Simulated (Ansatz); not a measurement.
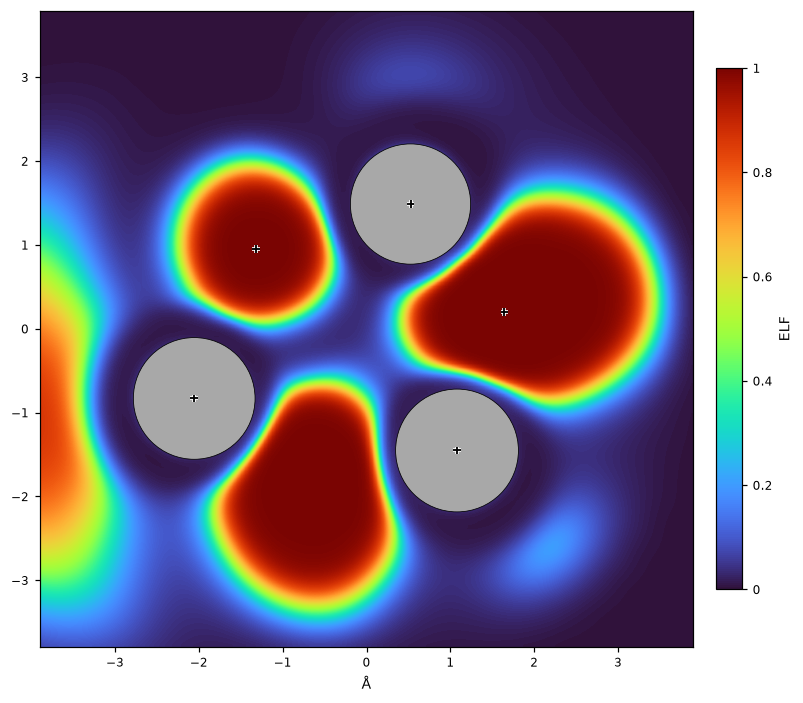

The ELF on a plane through atoms (crosses mark nuclei in the plane; grey discs cover the cores).

These are results of UKS PBE0-D4/def2-TZVPD in Ansatz 0.2.0, not measurements.

Candidates:
A. O₂Ru (charge −1, quartet)
B. In···In···In (charge −1, quintet)
C. H₇Li₆ (charge −1, triplet)

**Which system is this?**

Candidate C: H₇Li₆ on the plane of atoms Li1, H10 and Li4, which holds Li and H. Li–H (1.71 Å): the ELF climbs to about 1 towards the hydrogen.
